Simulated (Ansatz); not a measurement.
**Run report: CH7ClSi, nudged elastic band (part 1 of 2)**

- system: CH7ClSi
- method: UKS B3LYP/def2-SVP (Ansatz 0.2.0)

It belongs to a series of runs on one base structure; here: band between the two ends. Figures and captions count atoms from 1; the log counts them from 0 in places.

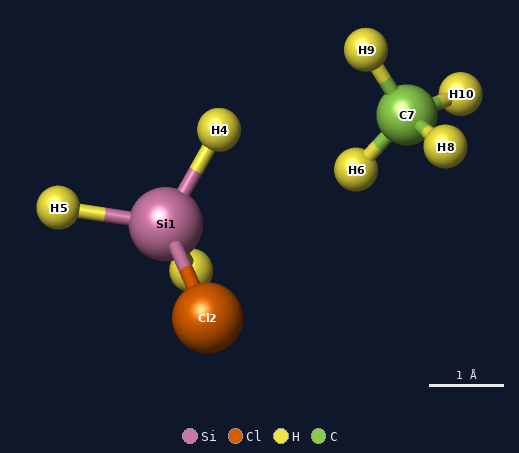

The structure as given in the input (ball-and-stick view, seen at a tilt; atoms are numbered from 1 in the order of the input).

### Input
```yaml
crystal:
  periodic: [false, false, false]
  atoms:
    - { symbol: Si, position_ang: [-2.087438, -0.116622, -1.319153] }
    - { symbol: Cl, position_ang: [-0.445772, -1.306335, -1.804384] }
    - { symbol: H, position_ang: [-2.395099, 0.769248, -2.473215] }
    - { symbol: H, position_ang: [-1.74876, 0.698714, -0.121577] }
    - { symbol: H, position_ang: [-3.249062, -0.998414, -1.028164] }
    - { symbol: H, position_ang: [1.39014, -0.226479, 0.52323] }
    - { symbol: C, position_ang: [1.98404, 0.190779, 1.348895] }
    - { symbol: H, position_ang: [2.994274, -0.24378, 1.326918] }
    - { symbol: H, position_ang: [1.503806, -0.049911, 2.308222] }
    - { symbol: H, position_ang: [2.054071, 1.282601, 1.239327] }
magnetization:
  spin_polarized: true
basis:
  gaussian: { orbitals: def2-SVP }
hamiltonian:
  xc: b3lyp
neb:
  order_check: false
  images: 9
  f_tol: 0.05
  max_iterations: 60
  final_atoms:
    - { symbol: Si, position_ang: [-0.93234247, 0.5510817, -0.01660368] }
    - { symbol: Cl, position_ang: [1.15505774, -2.2509185, -1.85921947] }
    - { symbol: H, position_ang: [-0.84010704, 1.09820824, -1.40142614] }
    - { symbol: H, position_ang: [-1.95467447, 1.33679206, 0.73705172] }
    - { symbol: H, position_ang: [-1.43138863, -0.85904268, -0.1157217] }
    - { symbol: H, position_ang: [0.00213947, -2.25948208, -1.27572877] }
    - { symbol: C, position_ang: [0.74077979, 0.59063885, 0.84995565] }
    - { symbol: H, position_ang: [1.46311044, -0.04174934, 0.31036233] }
    - { symbol: H, position_ang: [0.65791349, 0.21732475, 1.88322975] }
    - { symbol: H, position_ang: [1.13971168, 1.61694799, 0.88819929] }
  initial_path:
    images:
      - { positions_ang: [[-2.087438, -0.116622, -1.319153], [-0.445772, -1.306335, -1.804384], [-2.395099, 0.769248, -2.473215], [-1.74876, 0.698714, -0.121577], [-3.249062, -0.998414, -1.028164], [1.39014, -0.226479, 0.52323], [1.98404, 0.190779, 1.348895], [2.994274, -0.24378, 1.326918], [1.503806, -0.049911, 2.308222], [2.054071, 1.282601, 1.239327]] }
      - { positions_ang: [[-1.86755448, -0.06741243, -1.13552071], [-0.31717091, -1.35933051, -1.80101285], [-2.09250786, 0.79515206, -2.30397564], [-1.70639144, 0.79004562, 0.00852967], [-2.95567878, -1.0043059, -0.82862331], [1.26451092, -0.31522105, 0.34029117], [1.76441661, 0.18695588, 1.22070239], [2.77503981, -0.24402627, 1.20990629], [1.28954214, -0.05593951, 2.17764408], [1.84599398, 1.2738831, 1.11215791]] }
      - { positions_ang: [[-1.64767096, -0.01820287, -0.95188842], [-0.18856982, -1.41232601, -1.79764171], [-1.78991673, 0.82105612, -2.13473628], [-1.66402288, 0.88137725, 0.13863634], [-2.66229556, -1.01019781, -0.62908261], [1.13888184, -0.4039631, 0.15735233], [1.54479323, 0.18313277, 1.09250978], [2.55580562, -0.24427253, 1.09289459], [1.07527829, -0.06196802, 2.04706616], [1.63791696, 1.26516521, 0.98498882]] }
      - { positions_ang: [[-1.42778743, 0.0310067, -0.76825613], [-0.05996873, -1.46532152, -1.79427056], [-1.48732559, 0.84696017, -1.96549691], [-1.62165432, 0.97270887, 0.26874301], [-2.36891234, -1.01608971, -0.42954192], [1.01325276, -0.49270516, -0.0255865], [1.32516984, 0.17930965, 0.96431717], [2.33657143, -0.2445188, 0.97588288], [0.86101443, -0.06799653, 1.91648823], [1.42983994, 1.25644731, 0.85781972]] }
      - { positions_ang: [[-1.20790391, 0.08021626, -0.58462384], [0.06863236, -1.51831702, -1.79089941], [-1.18473445, 0.87286423, -1.79625755], [-1.57928576, 1.0640405, 0.39884969], [-2.07552912, -1.02198161, -0.23000123], [0.88762367, -0.58144721, -0.20852533], [1.10554645, 0.17548653, 0.83612457], [2.11733725, -0.24476506, 0.85887118], [0.64675058, -0.07402504, 1.78591031], [1.22176293, 1.24772942, 0.73065063]] }
      - { positions_ang: [[-0.98802039, 0.12942583, -0.40099155], [0.19723346, -1.57131253, -1.78752827], [-0.88214331, 0.89876829, -1.62701819], [-1.53691719, 1.15537212, 0.52895636], [-1.7821459, -1.02787352, -0.03046054], [0.76199459, -0.67018926, -0.39146416], [0.88592307, 0.17166342, 0.70793196], [1.89810306, -0.24501133, 0.74185947], [0.43248672, -0.08005354, 1.65533239], [1.01368591, 1.23901152, 0.60348154]] }
      - { positions_ang: [[-0.97688481, 0.213757, -0.32411398], [0.38879831, -1.70723372, -1.80186651], [-0.87373606, 0.93865628, -1.58189978], [-1.62046865, 1.19165611, 0.57057543], [-1.71199445, -0.99410735, -0.04751277], [0.61002357, -0.98804782, -0.56831708], [0.85689441, 0.2554585, 0.7363367], [1.81110453, -0.20435893, 0.65556004], [0.47757208, -0.02057789, 1.70091186], [1.03889106, 1.31459882, 0.66042509]] }
      - { positions_ang: [[-0.96574922, 0.29808818, -0.2472364], [0.58036317, -1.84315492, -1.81620475], [-0.8653288, 0.97854427, -1.53678137], [-1.70402011, 1.2279401, 0.6121945], [-1.64184299, -0.96034118, -0.064565], [0.45805254, -1.30590639, -0.74517001], [0.82786576, 0.33925359, 0.76474144], [1.72410601, -0.16370653, 0.56926061], [0.52265743, 0.03889777, 1.74649133], [1.06409622, 1.39018611, 0.71736864]] }
      - { positions_ang: [[-0.95461364, 0.38241935, -0.17035883], [0.77192803, -1.97907611, -1.83054299], [-0.85692155, 1.01843226, -1.49166296], [-1.78757156, 1.26422409, 0.65381357], [-1.57169154, -0.92657501, -0.08161723], [0.30608152, -1.62376495, -0.92202293], [0.7988371, 0.42304868, 0.79314617], [1.63710749, -0.12305413, 0.48296118], [0.56774279, 0.09837343, 1.79207081], [1.08930137, 1.4657734, 0.77431219]] }
      - { positions_ang: [[-0.94347806, 0.46675053, -0.09348125], [0.96349289, -2.11499731, -1.84488123], [-0.84851429, 1.05832025, -1.44654455], [-1.87112302, 1.30050808, 0.69543265], [-1.50154009, -0.89280885, -0.09866946], [0.15411049, -1.94162351, -1.09887585], [0.76980845, 0.50684376, 0.82155091], [1.55010897, -0.08240174, 0.39666176], [0.61282814, 0.15784909, 1.83765028], [1.11450652, 1.54136069, 0.83125574]] }
      - { positions_ang: [[-0.93234247, 0.5510817, -0.01660368], [1.15505774, -2.2509185, -1.85921947], [-0.84010704, 1.09820824, -1.40142614], [-1.95467447, 1.33679206, 0.73705172], [-1.43138863, -0.85904268, -0.1157217], [0.00213947, -2.25948208, -1.27572877], [0.74077979, 0.59063885, 0.84995565], [1.46311044, -0.04174934, 0.31036233], [0.65791349, 0.21732475, 1.88322975], [1.13971168, 1.61694799, 0.88819929]] }
```

Run as:
```bash
ansatz run input.yaml --threads 2 --pin off --max-ram 3072MiB --backend cpu --events-out ev --progress --plain --runs-dir out
```

### What the program printed
```
Engine: ansatz 0.2.0, aarch64-unknown-linux-gnu
Functional definition: B3LYP
  parameter a0 = 0.2
  parameter ax = 0.72
  parameter ac = 0.81
  exchange = (1 - a0 - ax)*slater_x + ax*b88_x + a0*exact_x
  correlation = (1 - ac)*vwn_rpa_c + ac*lyp_c
897 factors; integrals over basis functions are off by at most 3.4e-4 eV
mean field evaluation 1: about -21541.9992 eV, gradient 3.0e1 eV
mean field evaluation 2: about -21540.8674 eV, gradient 3.2e1 eV
mean field evaluation 4: about -21546.4521 eV, gradient 2.1e-1 eV
mean field evaluation 8: about -21546.4570 eV, gradient 4.8e-3 eV
mean field -21546.45703790 eV, -791.8176914298 hartree, gradient 1.7e-5 eV, S^2 0.000000; 0 other end points of the search recorded, 0 dependent functions left out
the calculation of the forces begins
reference -21546.45731772 eV, -791.8177017128 hartree; 22, 22 occupied and 63, 63 virtual orbitals, 897 factors
898 factors; integrals over basis functions are off by at most 6.9e-4 eV
mean field evaluation 16: about -21545.4431 eV, gradient 2.4e0 eV
mean field -21545.48243396 eV, -791.7818753955 hartree, gradient 1.6e-5 eV, S^2 0.000000; 0 other end points of the search recorded, 0 dependent functions left out
[... from here on the field's lines of each further geometry are left out, up to the last ...]
NEB iter   1: max|band force component| = 1.028e1 eV/Å  barrier→ = 3.1965 eV  barrier← = 2.2219 eV  Δτ_max = 0.2000 Å  (279 SCF iters)
NEB iter   2: max|band force component| = 3.693e0 eV/Å  barrier→ = 3.0285 eV  barrier← = 2.0538 eV  Δτ_max = 0.2000 Å  (251 SCF iters)
NEB iter   3: max|band force component| = 2.955e0 eV/Å  barrier→ = 2.6796 eV  barrier← = 1.7050 eV  Δτ_max = 0.2000 Å  (247 SCF iters)
NEB iter   4: max|band force component| = 5.970e-1 eV/Å  barrier→ = 2.7092 eV  barrier← = 1.7346 eV  Δτ_max = 0.1133 Å  (234 SCF iters)
NEB iter   5: max|band force component| = 1.040e0 eV/Å  barrier→ = 2.7309 eV  barrier← = 1.7563 eV  CI = image 6  Δτ_max = 0.2000 Å  (230 SCF iters)
NEB iter   6: max|band force component| = 5.027e-1 eV/Å  barrier→ = 2.9971 eV  barrier← = 2.0225 eV  CI = image 6  Δτ_max = 0.1673 Å  (235 SCF iters)
NEB iter   7: max|band force component| = 5.570e-1 eV/Å  barrier→ = 2.9801 eV  barrier← = 2.0055 eV  CI = image 6  Δτ_max = 0.0755 Å  (232 SCF iters)
NEB iter   8: max|band force component| = 3.465e-1 eV/Å  barrier→ = 2.9640 eV  barrier← = 1.9894 eV  CI = image 6  Δτ_max = 0.0379 Å  (222 SCF iters)
NEB iter   9: max|band force component| = 2.318e-1 eV/Å  barrier→ = 2.9569 eV  barrier← = 1.9823 eV  CI = image 6  Δτ_max = 0.0206 Å  (214 SCF iters)
NEB iter  10: max|band force component| = 6.647e-2 eV/Å  barrier→ = 2.9540 eV  barrier← = 1.9794 eV  CI = image 6  Δτ_max = 0.0312 Å  (205 SCF iters)
NEB iter  11: max|band force component| = 7.839e-2 eV/Å  barrier→ = 2.9540 eV  barrier← = 1.9794 eV  CI = image 6  Δτ_max = 0.0156 Å  (203 SCF iters)
the calculation of the forces begins
reference -21545.44727754 eV, -791.7805834211 hartree; 22, 22 occupied and 63, 63 virtual orbitals, 902 factors
897 factors; integrals over basis functions are off by at most 1.2e-3 eV
mean field evaluation 832: about -21543.5038 eV, gradient 2.0e-5 eV
mean field -21543.50375156 eV, -791.7091601585 hartree, gradient 2.0e-5 eV, S^2 0.000000; 1 other end points of the search recorded, 0 dependent functions left out
the calculation of the forces begins
reference -21543.50399693 eV, -791.7091691757 hartree; 22, 22 occupied and 63, 63 virtual orbitals, 897 factors
NEB iter  12: max|band force component| = 3.656e-2 eV/Å  barrier→ = 2.9533 eV  barrier← = 1.9787 eV  CI = image 6  Δτ_max = 0.0000 Å  (426 SCF iters)
```

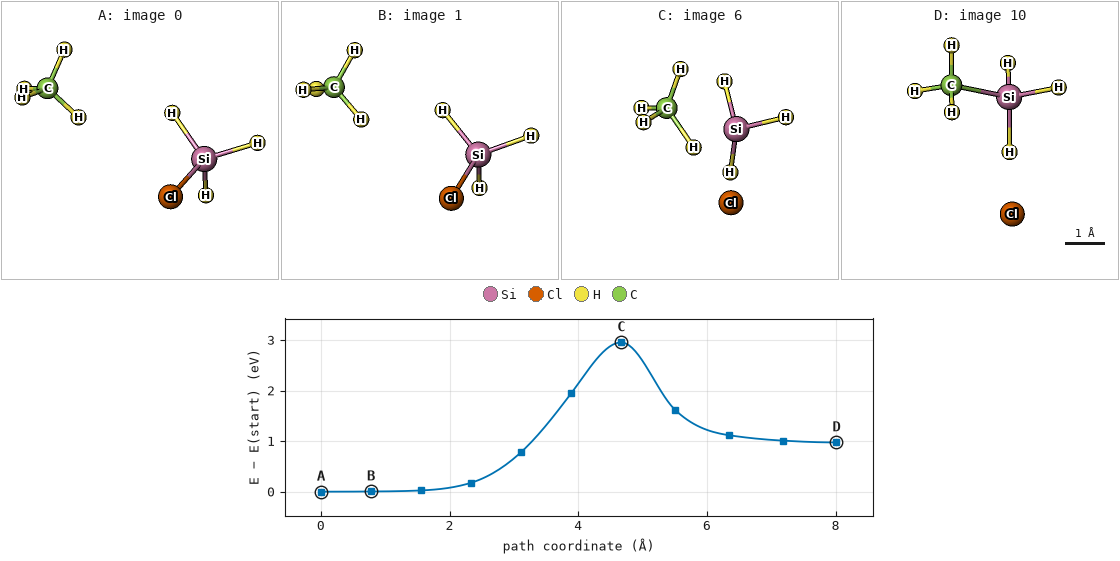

Images of the last band (counted from 0; ball-and-stick, seen at a tilt) above the energy along the path; the line is a cubic interpolation that uses the forces. The highest image is number 6, 2.953 eV above the start and 1.979 eV above the end (the climbing image); the end lies 0.975 eV above the start. The path is 8.01 Å long. The band converged in 12 iterations.
